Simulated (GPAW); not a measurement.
# GaAs (F-43m): G0W0 with GPAW, start to end, part 2 of 2

Aim: the G0W0 gap of GaAs (F-43m) on PBE, step by step.

GPAW 26.7.0; PBE and many-body steps on it, plane waves. Known limits of the many-body steps: not at the basis limit; no spin-orbit coupling; coarse k mesh.

So far. Step 2 (Ground state): The gap is direct, at Γ. Step 3 (Empty states on the mesh, 6×6×6 mesh, 247 bands): On this mesh the gap is 0.587 eV.

### Step 4. Screening and self-energy, 6×6×6 mesh, 237 bands, screening to 175 eV

G0W0 replaces the xc potential by the self-energy, built once from these orbitals. Only a window of levels is corrected, while the sums run over the empty bands that the input names.

This step: G0W0 on PBE, plane waves, PAW.

run.py reads:

```python
import json
import numpy as np
from gpaw.mpi import world
from gpaw.response.g0w0 import G0W0

gw = G0W0('full.gpw',
    filename='gw',
    kpts=[0],
    bands=(2, 6),
    ecut=175,
    nbands=237,
    integrate_gamma='WS',
    ppa=True)
gw.calculate()
res = {mode: {k: v for k, v in r.items() if k != 'sigma_eskwn'}
       for mode, r in gw.all_results.items()}

if world.rank == 0:
    with open('result.json', 'w') as f:
        json.dump(res, f, default=lambda x: x.tolist())
```

Command:

```console
$ mpirun -n 8 gpaw python run.py
```

Numbers of over 12 decimals in the logs are rounded to 6 here.

Output:

```text
Using integrator: PointIntegrator
FrequencyGridDescriptor(from 0.000+0.000j to 0.000+27.211j eV, 2 points)
Nonperiodic BCs:  [False False False]
Using integrator: PointIntegrator
FrequencyGridDescriptor(from 0.000+0.000j to 0.000+27.211j eV, 2 points)
Nonperiodic BCs:  [False False False]
  ___  _ _ _
 |   || | | |
 | | || | | |
 |__ ||_____|
 |___|

BZ k-points: Symmetries present (total): 24

  [... matrices ...]
216 k-points: 6 x 6 x 6 Monkhorst-Pack grid + [1/12,1/12,1/12]
16 k-points in the irreducible part of the Brillouin zone
       k-points in crystal coordinates                weights
   0:     0.00000000    0.00000000    0.00000000          1/216
   1:     0.16666667    0.16666667    0.00000000          6/216
   2:     0.16666667    0.16666667    0.16666667          8/216
   3:     0.33333333    0.16666667    0.16666667         12/216
   4:     0.33333333    0.33333333   -0.33333333         12/216
   5:     0.33333333    0.33333333    0.00000000          6/216
   6:     0.33333333    0.33333333    0.16666667         24/216
   7:     0.33333333    0.33333333    0.33333333          8/216
   8:     0.50000000    0.33333333   -0.33333333         24/216
   9:     0.50000000    0.33333333   -0.16666667         12/216
          ...
  15:     0.50000000    0.50000000    0.50000000          4/216

Distributing spins, k-points and bands (1 x 1 x 4) over 8 processes
Number of blocks: 1

Quasi particle states:
k-points (IBZ indices): [0]
Band range: (2, 6)
  [... matrices ...]
Computational parameters:
Plane wave cut-off: 175 eV
Number of bands: 237
Coulomb cutoff: None
Broadening: 0.1 eV

fxc modes: GW
Kernel: RPA
Using Godby-Needs plasmon-pole approximation:
  Fitting energy: i*E0, E0 = 1.000 Hartree
Summing all q:

Calculating screened Coulomb potential
No Coulomb truncation
FrequencyGridDescriptor(from 0.000+0.000j to 0.000+27.211j eV, 2 points)
Removing empty qpoint cache files...

Calculating chi0 body with:
    Ground state adapter containing:
    Number of spins: 1
    Number of kpoints: 216
    Number of irreducible kpoints: 16
    Number of completely occupied states: 4
    Number of partially occupied states: 4
    Occupied states memory: 0.48828125 M / cpu

    Linear response parametrization:
    q_c: [1.3877787807814457e-17, 1.3877787807814457e-17, 1.3877787807814457e-17]
    Number of frequency points: 2
    Planewave cutoff: 175.0
    Number of bands: 237
    Number of planewaves: 259
    Broadening (eta): 1e-06
    comm.size: 8
    kncomm.size: 8
    blockcomm.size: 1

    Memory estimate of potentially large arrays:
        chi0_wGG: 2.047150 M / cpu
Integrating chi0 body.

Symmetries of q_c:
    Direct symmetries (Uq -> q): 24
    Indirect symmetries (TUq -> q): 24
In total 48 allowed symmetries.

  [... matrices ...]
16 groups of equivalent kpoints. 92.592593% reduction.

Integral kind: response function
Integrating chi0 head and wings.

Symmetries of q_c:
    Direct symmetries (Uq -> q): 24
    Indirect symmetries (TUq -> q): 24
In total 48 allowed symmetries.

  [... matrices ...]
16 groups of equivalent kpoints. 92.592593% reduction.

Integral kind: response function wings

Calculating chi0 body with:
    Ground state adapter containing:
    Number of spins: 1
    Number of kpoints: 216
    Number of irreducible kpoints: 16
    Number of completely occupied states: 4
    Number of partially occupied states: 4
[... the further q-points ...]

Results:
f:      Occupation numbers
eps:     KS-eigenvalues [eV]
vxc:     KS vxc [eV]
exx:     Exact exchange [eV]
sigma:   Self-energies [eV]
dsigma:  Self-energy derivatives
Z:       Renormalization factors
qp:      QP-energies [eV]

k-point 0 (0): (0.000, 0.000, 0.000)                GW
band       f     eps     vxc     exx   sigma  dsigma       Z      qp
                                                                   GW
   2   1.000   4.921 -14.823 -16.231   0.753  -0.277   0.783   4.408
   3   1.000   4.921 -14.823 -16.231   0.753  -0.277   0.783   4.408
   4   0.000   5.508 -15.968 -12.075  -3.111  -0.261   0.793   6.127
   5   0.000   8.695 -12.103  -7.793  -4.070  -0.270   0.787   8.884
```

It took 2 min on 8 MPI ranks of Arm Neoverse V1, shared host; peak memory 2.1 GiB; 16 min of CPU time.

Numbers from this step:

- G0W0 gap on the points computed: 1.719 eV
- least direct G0W0 gap on the computed points: 1.719 eV
- Z at the valence top: 0.7831
- Z at the conduction bottom: 0.7928
- starting gap on the mesh: 0.5868 eV
- k of the valence top: 0, 0, 0
- k of the conduction bottom: 0, 0, 0

The gap on the mesh goes from 0.59 eV to 1.72 eV, a correction of +1.13 eV.

Limits: finite bands, cutoff and mesh; no spin-orbit coupling; coarse k mesh. v1 is the top filled band, c1 the lowest empty one. The levels before and after the correction (eV, zero at the valence-band top of each column):

|  | conduction bottom | valence top |
| --- | --- | --- |
| Kohn-Sham | 0.59 | 0.00 |
| G0W0 | 1.72 | 0.00 |

|  | level | energy (eV) |
| --- | --- | --- |
| Kohn-Sham | Γ v2-v1 | 0.000 |
| Kohn-Sham | Γ c1 | 0.587 |
| Kohn-Sham | Γ c2 | 3.774 |
| G0W0 | Γ v2-v1 | 0.000 |
| G0W0 | Γ c1 | 1.719 |
| G0W0 | Γ c2 | 4.476 |

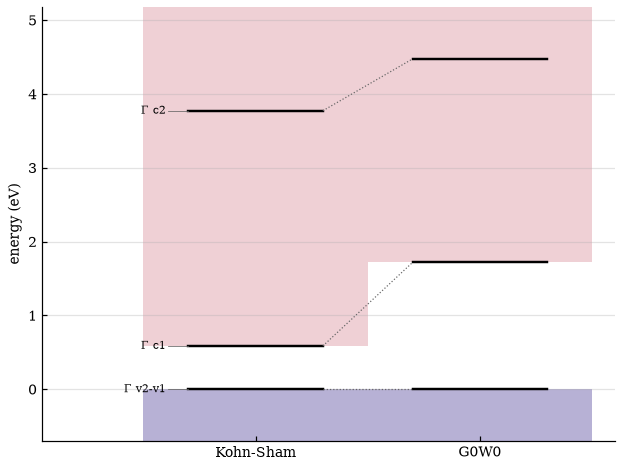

Levels before and after the correction. Shaded: valence and conduction bands.

### Step 5. Where the time went

Times are wall times on 8 MPI ranks of Arm Neoverse V1, shared host, good to a factor of about two.

| step | time | share | memory (GiB) |
| --- | --- | --- | --- |
| ground state | 3.8 s | 3 % | 0.9 |
| empty states on the mesh | 6.2 s | 5 % | 1.6 |
| screening and self-energy | 2 min | 92 % | 2.1 |

### Step 6. Summary of results

```
PBE gap              : 0.59 eV, direct
G0W0 gap on the mesh : 1.72 eV
GW settings          : 6×6×6 mesh, 237 bands, screening to 175 eV, Godby-Needs plasmon pole
known limits         : not at the basis limit; no spin-orbit coupling; coarse k mesh
```

What this shows: G0W0 moves the gap on the mesh from 0.59 eV to 1.72 eV (+1.13 eV), with Z of 0.78 and 0.79 at the edges. Only 1 of the mesh's irreducible points was corrected, so a valley elsewhere could overtake. The dearest step here is «screening and self-energy». Against experiment, by G0W0@PBE: the direct gap of 1.72 eV lies +0.21 eV from the measured 1.51 eV (exciton, 77 K, 2020); the direct gap of 1.72 eV lies +0.31 eV from the measured 1.412 ± 0.01 eV (direct, 300 K, 2008); the direct gap of 1.72 eV lies +0.30 eV from the measured 1.42 eV (direct, 300 K, 2004); the direct gap of 1.72 eV lies +0.30 eV from the measured 1.418 ± 0.005 eV (direct, 300 K, 2008). An exciton line or allowed optical edge lies below the quasiparticle gap by the binding energy; a forbidden edge can push the onset above it. The calculation has static nuclei and no excitons; a measured gap holds zero-point and thermal motion, which mostly lowers it. Bands and cutoff are finite, so the gap is not at the basis limit. The miss can reach some tenths of an eV and take either sign; the mesh is an error of its own. These stock PAW sets were not made for GW; the filled d or f shell of As and Ga lies in the frozen core, which bears on start and correction. In the G0W0 run levels were corrected at 1 k point alone, so a gap called «on the mesh» is the least over those, and an edge elsewhere would be missed. The 6×6×6 mesh is coarse for this cell, which bears on the long-range parts of exchange and screening. The many-body steps are scalar-relativistic: spin-orbit coupling is not in them.

[Paths, hosts, dates, memory and timing lines, banners, echoed tables and standing remarks are left out of the program output.]

[Logs are printed without paths, hosts, clocks, repeated set-up lines and the standing remarks that a program may print on its own settings, such as how far it seeks lower states.]

[Runs of the session that timed out or met a known fault of the program may be left out.]

[Hosts, paths, dates, database ids (printed as entryN), source tags and the programs' standing remarks are cut or masked in the printed files.]
